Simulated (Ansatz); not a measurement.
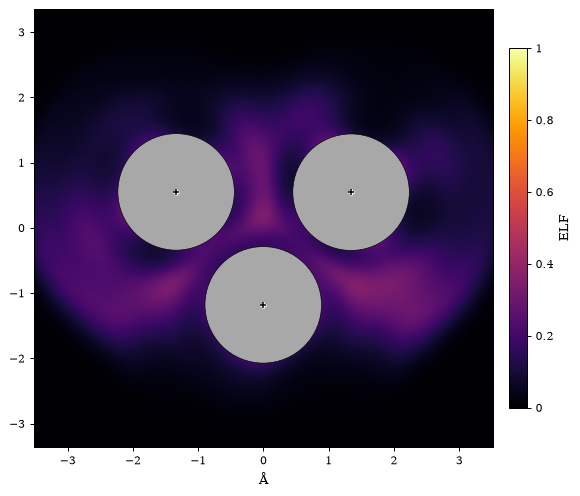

The ELF on a plane through atoms (crosses mark nuclei in the plane; grey discs cover the cores).

Theory: UKS PBE0-D4/def2-TZVP in Ansatz 0.2.0.

Candidates:
A. Co₂S (quintet)
B. Al···Al₂H₂ (quartet)
C. Ni₄ (charge +1, sextet)

**Which candidate gave the map?**

Candidate C: Ni₄ on the plane of atoms Ni2, Ni4 and Ni3, which holds Ni. Ni–Ni (2.19 Å): the ELF is about 0.20 at the midpoint.
